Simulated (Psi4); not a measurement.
Molecular dynamics, with input and output: NH$_{3}$S (part 2 of 2)

Continued. System: NH$_{3}$S (Thiohydroxylamine). Method: wB97X-D/6-31+G*, RKS (Psi4 1.11). The geometry comes from this level: GFN2-xTB.

Geometry of the input (Å):
```
N  -0.1628  -0.5074  -0.2317
S  0.1683  0.9544  0.6103
H  0.0150  -1.3007  0.3754
H  -1.1360  -0.5247  -0.5192
H  1.1154  1.3784  -0.2349
```

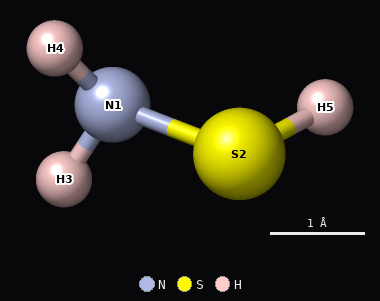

*The geometry at step 8 of the log (ball-and-stick view, seen at a tilt; atoms are numbered from 1 in the order of the input).*

### What the program printed, continued
```
    Gradient:                    1
    J tasked:                  Yes
    K tasked:                  Yes
    wK tasked:                 Yes
    Omega:               2.000E-01
    Integrals threads:           1
    Memory [MiB]:             1144
    Schwarz Cutoff:          1E-12
    Fitting Condition:       1E-10

   => Auxiliary Basis Set <=

  Basis Set: (6-31+G* AUX)
    Blend: HEAVY-AUG-CC-PVDZ-JKFIT
    Number of shells: 95
    Number of basis functions: 326
    Number of Cartesian functions: 326
    Spherical Harmonics?: false
    Max angular momentum: 3

  ==> DFT Potential <==

   => LibXC <=

    Version 7.1.2

   => Composite Functional: WB97X-D <=

    wB97X-D Hyb-GGA Exchange-Correlation Functional

    Deriv               =              1
    GGA                 =           TRUE
    Meta                =          FALSE

    Exchange Hybrid     =           TRUE
    MP2 Hybrid          =          FALSE

   => Exchange-Correlation Functionals <=

    1.0000   wB97X-D range-separated functional

   => Exact (HF) Exchange <=

    0.7780            HF,LR [omega = 0.2000]
    0.2220               HF

   => LibXC Density Thresholds  <==

    XC_HYB_GGA_XC_WB97X_D:  1.00E-14

   => Molecular Quadrature <=

    Radial Scheme          =       TREUTLER
    Pruning Scheme         =           NONE
    Nuclear Scheme         =       TREUTLER

    Blocking Scheme        =         OCTREE
    BS radius alpha        =              1
    Pruning alpha          =              1
    Radial Points          =             75
    Spherical Points       =            302
    Total Points           =         110004
    Total Blocks           =            871
    Max Points             =            256
    Max Functions          =             48
    Weights Tolerance      =       1.00E-15

  -Total Gradient:
     Atom            X                  Y                   Z
    ------   -----------------  -----------------  -----------------
       1        0.008379087053    -0.017768113330     0.011317986399
       2        0.000936664616     0.004639911243     0.001000702219
       3       -0.005033069515     0.013325345551    -0.011048678386
       4       -0.006535919588    -0.002140485629    -0.001581689284
       5        0.002209581400     0.002175325001     0.000788219302

	total time  =          1 seconds =       0.02 minutes
```

### Standard output
```
step   0  Epot  -12372.578401  Ekin  0.031541  Etot  -12372.546860 eV  T    48.8 K
step   1  Epot  -12372.569977  Ekin  0.023868  Etot  -12372.546110 eV  T    36.9 K
step   2  Epot  -12372.559350  Ekin  0.014098  Etot  -12372.545252 eV  T    21.8 K
step   3  Epot  -12372.559146  Ekin  0.013640  Etot  -12372.545506 eV  T    21.1 K
step   4  Epot  -12372.566540  Ekin  0.020004  Etot  -12372.546537 eV  T    31.0 K
step   5  Epot  -12372.567714  Ekin  0.020936  Etot  -12372.546779 eV  T    32.4 K
step   6  Epot  -12372.559471  Ekin  0.013886  Etot  -12372.545584 eV  T    21.5 K
step   7  Epot  -12372.557138  Ekin  0.012176  Etot  -12372.544962 eV  T    18.8 K
step   8  Epot  -12372.567998  Ekin  0.021923  Etot  -12372.546075 eV  T    33.9 K
step   9  Epot  -12372.576491  Ekin  0.029702  Etot  -12372.546789 eV  T    46.0 K
step  10  Epot  -12372.572189  Ekin  0.026164  Etot  -12372.546025 eV  T    40.5 K
step  11  Epot  -12372.565430  Ekin  0.020305  Etot  -12372.545124 eV  T    31.4 K
step  12  Epot  -12372.568589  Ekin  0.023245  Etot  -12372.545345 eV  T    36.0 K
step  13  Epot  -12372.578007  Ekin  0.031525  Etot  -12372.546482 eV  T    48.8 K
step  14  Epot  -12372.579122  Ekin  0.032116  Etot  -12372.547006 eV  T    49.7 K
step  15  Epot  -12372.568366  Ekin  0.022323  Etot  -12372.546043 eV  T    34.5 K
```

### Trajectory as extended XYZ (Å, eV, eV/Å), 16 frames, from step=0 to step=15
```
5
Properties=species:S:1:pos:R:3:forces:R:3 step=0 energy=-12372.57850
N    -0.1628   -0.5074   -0.2317   -0.2227  -0.1953   0.0978
S     0.1683    0.9544    0.6103    0.0319   0.1112   0.0575
H     0.0150   -1.3007    0.3754    0.0065  -0.0520  -0.0758
H    -1.1360   -0.5247   -0.5192    0.0369  -0.0635  -0.0596
H     1.1154    1.3784   -0.2349    0.1535   0.1851  -0.0370
5
Properties=species:S:1:pos:R:3:forces:R:3 step=1 energy=-12372.57008
N    -0.1648   -0.5057   -0.2326    0.1142  -0.7522   0.5797
S     0.1689    0.9543    0.6104    0.0947   0.1570  -0.0236
H     0.0229   -1.3080    0.3861   -0.1488   0.4455  -0.5009
H    -1.1354   -0.5273   -0.5128   -0.1691  -0.0718  -0.1006
H     1.1165    1.3676   -0.2430    0.1138   0.2091   0.0265
5
Properties=species:S:1:pos:R:3:forces:R:3 step=2 energy=-12372.55945
N    -0.1668   -0.5046   -0.2330    0.3034  -1.0438   0.8379
S     0.1695    0.9543    0.6105    0.1750   0.1985  -0.1235
H     0.0293   -1.3111    0.3920   -0.2387   0.6892  -0.7227
H    -1.1365   -0.5306   -0.5073   -0.2842  -0.0723  -0.1184
H     1.1187    1.3587   -0.2508    0.0507   0.2160   0.1075
5
Properties=species:S:1:pos:R:3:forces:R:3 step=3 energy=-12372.55925
N    -0.1686   -0.5042   -0.2329    0.2554  -1.0090   0.8045
S     0.1702    0.9543    0.6106    0.2535   0.2262  -0.2224
H     0.0335   -1.3076    0.3910   -0.2367   0.6167  -0.6867
H    -1.1403   -0.5346   -0.5030   -0.2450  -0.0605  -0.1008
H     1.1214    1.3520   -0.2577   -0.0170   0.2130   0.1876
5
Properties=species:S:1:pos:R:3:forces:R:3 step=4 energy=-12372.56664
N    -0.1702   -0.5044   -0.2322   -0.0102  -0.6615   0.4963
S     0.1709    0.9544    0.6105    0.3102   0.2324  -0.3016
H     0.0353   -1.2982    0.3834   -0.1413   0.2431  -0.4031
H    -1.1464   -0.5392   -0.4996   -0.0735  -0.0355  -0.0561
H     1.1239    1.3472   -0.2627   -0.0714   0.2061   0.2474
5
Properties=species:S:1:pos:R:3:forces:R:3 step=5 energy=-12372.56782
N    -0.1718   -0.5052   -0.2311   -0.3738  -0.1016   0.0194
S     0.1718    0.9546    0.6104    0.3293   0.2136  -0.3470
H     0.0359   -1.2864    0.3719    0.0192  -0.3274   0.0437
H    -1.1533   -0.5441   -0.4967    0.1369  -0.0013  -0.0069
H     1.1257    1.3445   -0.2654   -0.0999   0.2002   0.2725
5
Properties=species:S:1:pos:R:3:forces:R:3 step=6 energy=-12372.55957
N    -0.1737   -0.5060   -0.2301   -0.6575   0.4272  -0.4098
S     0.1727    0.9549    0.6102    0.3031   0.1727  -0.3496
H     0.0366   -1.2778    0.3609    0.1769  -0.8485   0.4570
H    -1.1588   -0.5490   -0.4940    0.2799   0.0341   0.0257
H     1.1266    1.3436   -0.2654   -0.0959   0.1984   0.2571
5
Properties=species:S:1:pos:R:3:forces:R:3 step=7 energy=-12372.55724
N    -0.1760   -0.5064   -0.2293   -0.6958   0.6080  -0.5373
S     0.1738    0.9552    0.6099    0.2336   0.1168  -0.3080
H     0.0389   -1.2773    0.3542    0.2376  -1.0030   0.5916
H    -1.1616   -0.5536   -0.4909    0.2873   0.0627   0.0294
H     1.1265    1.3447   -0.2630   -0.0596   0.2000   0.2044
5
Properties=species:S:1:pos:R:3:forces:R:3 step=8 energy=-12372.56810
N    -0.1788   -0.5065   -0.2289   -0.4391   0.3222  -0.2823
S     0.1749    0.9555    0.6096    0.1319   0.0526  -0.2310
H     0.0436   -1.2864    0.3533    0.1562  -0.6716   0.3651
H    -1.1618   -0.5575   -0.4876    0.1532   0.0800   0.0046
H     1.1259    1.3477   -0.2586    0.0000   0.2014   0.1246
5
Properties=species:S:1:pos:R:3:forces:R:3 step=9 energy=-12372.57659
N    -0.1819   -0.5064   -0.2287   -0.0035  -0.2186   0.1738
S     0.1760    0.9559    0.6091    0.0175  -0.0148  -0.1372
H     0.0498   -1.3019    0.3558   -0.0142  -0.0663  -0.0526
H    -1.1604   -0.5607   -0.4842   -0.0634   0.0864  -0.0355
H     1.1252    1.3526   -0.2530    0.0662   0.1975   0.0341
5
Properties=species:S:1:pos:R:3:forces:R:3 step=10 energy=-12372.57229
N    -0.1850   -0.5063   -0.2283    0.4042  -0.6976   0.5694
S     0.1772    0.9563    0.6086   -0.0856  -0.0801  -0.0500
H     0.0558   -1.3181    0.3578   -0.1778   0.4913  -0.4199
H    -1.1596   -0.5631   -0.4812   -0.2558   0.0876  -0.0682
H     1.1252    1.3594   -0.2471    0.1182   0.1825  -0.0478
5
Properties=species:S:1:pos:R:3:forces:R:3 step=11 energy=-12372.56553
N    -0.1879   -0.5068   -0.2276    0.6059  -0.9179   0.7402
S     0.1783    0.9566    0.6081   -0.1552  -0.1369   0.0107
H     0.0601   -1.3295    0.3558   -0.2656   0.7948  -0.5922
H    -1.1613   -0.5647   -0.4788   -0.3191   0.0915  -0.0721
H     1.1264    1.3680   -0.2417    0.1374   0.1513  -0.1043
5
Properties=species:S:1:pos:R:3:forces:R:3 step=12 energy=-12372.56869
N    -0.1903   -0.5079   -0.2264    0.5298  -0.8102   0.6386
S     0.1794    0.9569    0.6076   -0.1789  -0.1801   0.0341
H     0.0619   -1.3333    0.3481   -0.2471   0.7692  -0.5271
H    -1.1661   -0.5653   -0.4771   -0.2149   0.1021  -0.0409
H     1.1288    1.3780   -0.2372    0.1140   0.1021  -0.1265
5
Properties=species:S:1:pos:R:3:forces:R:3 step=13 energy=-12372.57811
N    -0.1923   -0.5096   -0.2247    0.2278  -0.3787   0.2976
S     0.1804    0.9572    0.6071   -0.1582  -0.2095   0.0219
H     0.0613   -1.3298    0.3354   -0.1217   0.4212  -0.2417
H    -1.1729   -0.5650   -0.4758    0.0020   0.1147   0.0116
H     1.1323    1.3890   -0.2340    0.0525   0.0370  -0.1153
5
Properties=species:S:1:pos:R:3:forces:R:3 step=14 energy=-12372.57922
N    -0.1942   -0.5115   -0.2228   -0.1560   0.2804  -0.1750
S     0.1814    0.9574    0.6066   -0.1074  -0.2282  -0.0129
H     0.0595   -1.3222    0.3204    0.0753  -0.1478   0.1828
H    -1.1797   -0.5636   -0.4744    0.2207   0.1198   0.0595
H     1.1364    1.4003   -0.2318   -0.0302  -0.0379  -0.0810
5
Properties=species:S:1:pos:R:3:forces:R:3 step=15 energy=-12372.56847
N    -0.1963   -0.5132   -0.2210   -0.4309   0.9137  -0.5820
S     0.1823    0.9575    0.6062   -0.0482  -0.2386  -0.0515
H     0.0585   -1.3161    0.3071    0.2588  -0.6852   0.5682
H    -1.1843   -0.5610   -0.4724    0.3361   0.1101   0.0813
H     1.1401    1.4113   -0.2304   -0.1136  -0.1119  -0.0405
```

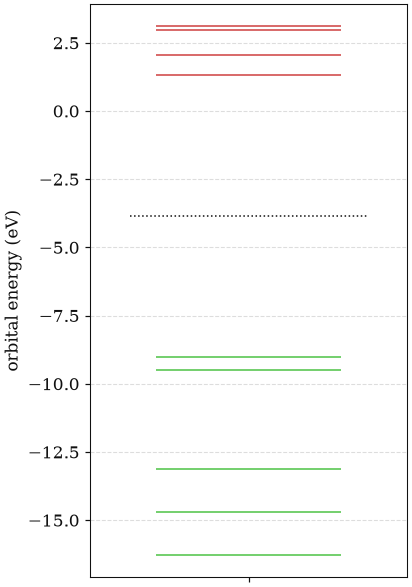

*Orbital energies near the frontier; the dotted line parts filled from empty levels, and levels within 0.02 eV of each other stand side by side.*

Highest filled −9.01 eV, lowest empty 1.30 eV, 10.31 eV apart.

### Results in brief

| quantity | value |
| --- | --- |
| outcome | finished |
| trajectory | 16 frames kept |
| potential energy (last step) | −454.683505 hartree |
| dispersion energy (last step) | −0.000411 hartree |
| basis functions (last step) | 48 |
| HOMO (last step) | −9.01 eV |
| LUMO (last step) | 1.30 eV |
| dipole moment (last step) | 1.00 D |
| wall time | 74 s |
| peak memory | 0.58 GiB |
